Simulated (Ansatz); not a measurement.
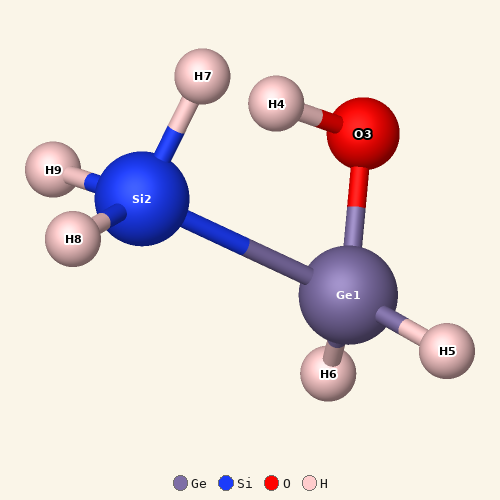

The system is the reacting system GeH6OSi (fragments GeH₆OSi where the first distance is long, GeH₂ + H₄OSi where the second is long); the picture shows the reference structure. First axis: distance Si2–H4 (bond that forms). Second axis: distance Ge1–Si2 (bond that breaks). Relaxed at each point: all other coordinates. The scan uses a 13 × 13 grid. Points are written as (first, second). Energies: kJ/mol, counted from the lowest grid point. Energies and slopes of some neighbouring points disagree (a jump in structure or state, or too coarse a mesh). The reference is spin-restricted, so regions where a bond is pulled apart into radicals lie too high. Method: RHF/def2-SVP in Ansatz 0.2.0.

Its coordinates:

```xyz
9

Ge   -1.0686    0.8473   -0.5602
Si    0.9542   -0.8728   -0.1065
O    -0.9129    0.8558    1.1953
H     0.1812    0.2347    1.2044
H    -0.7309    2.1706   -1.2472
H    -2.3704    0.2402   -1.0791
H     1.4203   -0.1791    1.1435
H     2.1686   -1.1505   -0.9083
H     0.3584   -2.1462    0.3580
```

Range: distance Si2–H4 (bond that forms) from 1.278 to 3.078 Å; distance Ge1–Si2 (bond that breaks) from 2.079 to 3.279 Å.

Predict the map.

Answer. The lowest grid point is at (3.078 Å, 2.383 Å). It lies at the edge of the scanned range, so the true minimum may lie outside. The highest grid point, (1.278 Å, 2.079 Å), lies 584 kJ/mol above the lowest.

| second ↓, first → | 1.278 | 1.359 | 1.470 | 1.596 | 1.734 | 1.881 | 2.035 | 2.196 | 2.362 | 2.534 | 2.711 | 2.892 | 3.078 |
| --- | --- | --- | --- | --- | --- | --- | --- | --- | --- | --- | --- | --- | --- |
| 3.279 | 429 | 349 | 269 | 480 | 406 | 348 | 303 | 268 | 240 | 219 | 201 | 187 | 176 |
| 3.155 | 436 | 355 | 528 | 441 | 368 | 311 | 267 | 232 | 206 | 185 | 168 | 154 | 144 |
| 3.034 | 444 | 363 | 491 | 403 | 331 | 275 | 231 | 198 | 172 | 151 | 135 | 122 | 113 |
| 2.917 | 456 | 551 | 454 | 367 | 296 | 240 | 198 | 165 | 140 | 120 | 104 | 92 | 83 |
| 2.802 | 470 | 517 | 419 | 333 | 263 | 208 | 166 | 134 | 109 | 90 | 75 | 64 | 56 |
| 2.691 | 576 | 487 | 388 | 302 | 233 | 179 | 138 | 107 | 83 | 64 | 50 | 40 | 32 |
| 2.584 | 551 | 461 | 362 | 277 | 209 | 156 | 116 | 85 | 62 | 44 | 31 | 21 | 14 |
| 2.481 | 533 | 441 | 343 | 259 | 192 | 140 | 100 | 70 | 48 | 30 | 18 | 9 | 3 |
| 2.383 | 523 | 431 | 333 | 251 | 184 | 133 | 94 | 64 | 42 | 26 | 14 | 5 | 0 |
| 2.291 | 523 | 432 | 334 | 252 | 187 | 136 | 98 | 69 | 47 | 31 | 20 | 12 | 8 |
| 2.207 | 535 | 444 | 347 | 266 | 201 | 151 | 113 | 84 | 64 | 48 | 38 | 31 | 26 |
| 2.133 | 558 | 467 | 371 | 290 | 225 | 176 | 138 | 111 | 90 | 75 | 65 | 59 | 55 |
| 2.079 | 584 | 493 | 397 | 317 | 252 | 203 | 166 | 139 | 119 | 104 | 95 | 89 | 85 |

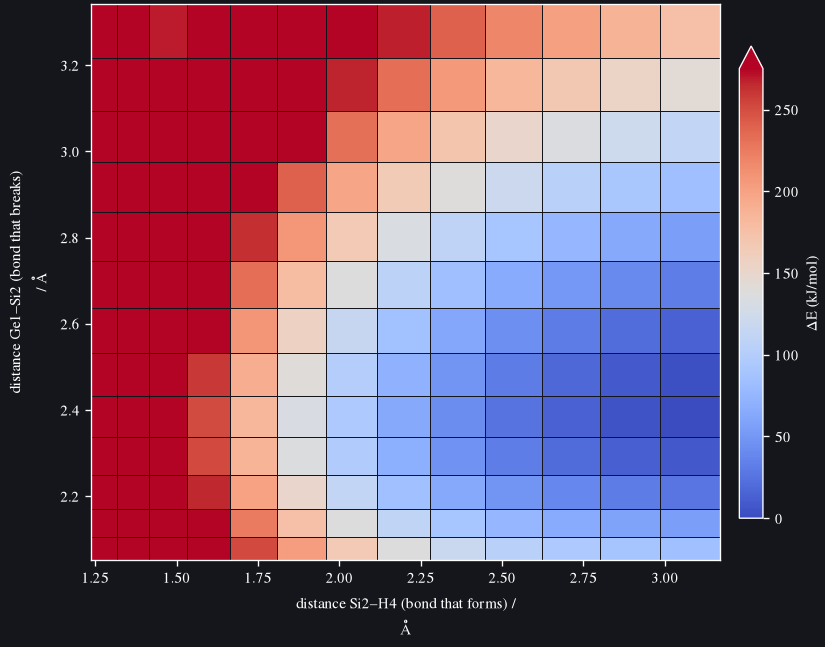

In the figure: one coloured cell a grid point, one colour for all values above the top of the scale.

The whole map (169 points run) took 13 min on 1 thread of AMD EPYC 9R45 96-Core Processor (Zen 5), on a shared host.
